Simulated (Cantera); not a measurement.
Charge: 1 mol Ti(OiPr)4, 8.8 mol CH4, 160 mol H2, held at 1598.15 K.

Method: chemical equilibrium by Gibbs-energy minimisation in Cantera with the NASA 1993 tables (ideal gas, pure condensed phases). Candidate condensed phases: C, C6H6, C7H8, C8H18, H2O, Ti, TiC, TiO, TiO2, Ti2O3, Ti3O5, Ti4O7; 113 gas species. The feed counts by its element totals alone. TiC: taken at fixed stoichiometry. Equilibrium is a limit: real reactors are often held back by kinetics, nucleation or transport.

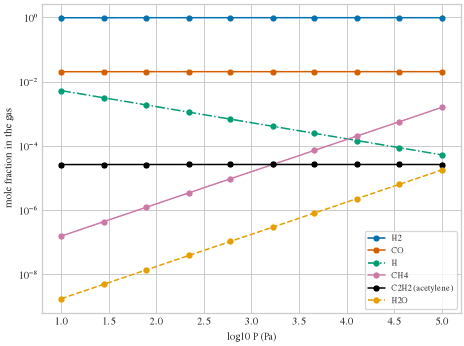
Fig. 1. Equilibrium gas composition (values under 1e-9 drawn at 1e-9)

From 0.0750 Torr to 750 Torr the condensed part is C(graphite) + TiC(s).
